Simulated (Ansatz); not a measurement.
```xyz
14

C    -1.5791   -0.5134    1.3987
C    -0.8687   -1.7918    1.8758
C    -0.4675   -3.0305   -0.5682
C    -1.9034   -0.4927   -0.0965
S    -1.4043   -3.2925    0.9709
Se   -0.4220   -1.1443   -1.2234
H    -2.5283   -0.3926    1.9497
H    -0.9439    0.3509    1.6568
H    -1.0701   -1.9856    2.9392
H     0.2218   -1.7063    1.7587
H     0.5826   -3.3315   -0.4415
H    -0.9346   -3.6707   -1.3288
H    -2.1160    0.5260   -0.4507
H    -2.7749   -1.1212   -0.3212
```

Geometry: B3LYP-D3(BJ)/def2-SVP.

Level of theory: Ansatz 0.2.0, isolated molecule in a Gaussian basis; Kohn-Sham density functional theory, functional PBE0.

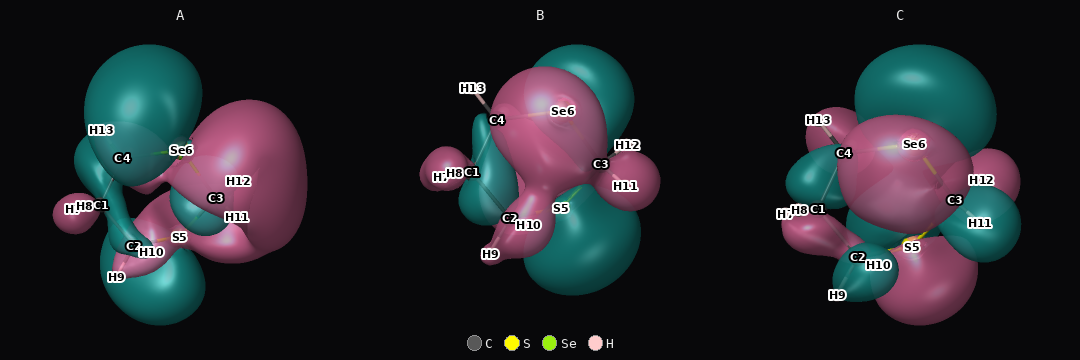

C₄H₈SSe (SMILES C1CSC[Se]C1). Three frontier orbitals at ±0.04 Å⁻³ᐟ² (teal and pink are the two phases), in no order.

**Which picture is the HOMO−1, the HOMO and the LUMO?**

B is the HOMO−1 (−6.71 eV). It lies mainly on S5 (about 60 %) and Se6 (about 20 %). C is the HOMO (−6.12 eV). Its weight (Hirshfeld) is mainly on Se6 (about 65 %) and S5 (about 15 %). A is the LUMO (−0.42 eV). Its weight (Hirshfeld) is mainly on Se6 (about 40 %), S5 (about 20 %), C3 (about 15 %) and C4 (about 5 %).

**What is the HOMO–LUMO gap?**

5.70 eV between the orbital energies.
